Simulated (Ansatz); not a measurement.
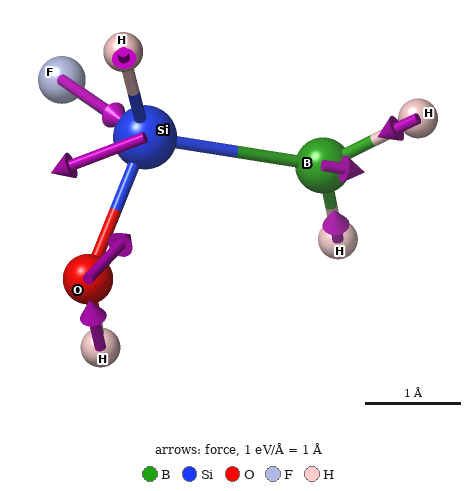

Starting geometry of BSiH$_{4}$OF with the computed forces as purple arrows. The picture is a ball-and-stick view, seen at a tilt.

The start comes from PBE-D4/def2-SVP.

Theory: Ansatz, RKS PBE0-D4/def2-TZVP. Settings: force threshold 0.005 eV/Å; at most 150 steps.

Is this structure relaxed? If not, where do the atoms go?

Answer. It isn't relaxed: the largest force vector, on the F atom, is 1.28 eV/Å. The final displacements have little in common with the starting forces (cosine between the two patterns 0.25). The largest move after the best rigid fit is that of an H atom, 0.19 Å. Largest moves by element: H 0.19 Å, F 0.09 Å, O 0.07 Å, Si 0.05 Å, B 0.02 Å. Among the contacts that change: F–Si 1.648 → 1.606 Å, O–Si 1.681 → 1.640 Å, B–H 1.217 → 1.195 Å, H–Si 1.496 → 1.479 Å. Among the angles between lasting bonds that change: B–Si–O 107.4° → 111.2°, Si–O–H 114.6° → 117.9°. After 11 accepted moves (13 points after the start) the energy has fallen by 7.22 kJ/mol. Largest force component: 1.1 eV/Å at the start, 0.0036 eV/Å at the end. The line search rejected the trial steps at points 4, 11 of the run. The run took 45 s on 2 threads of Arm Neoverse V1, with other jobs on the host.
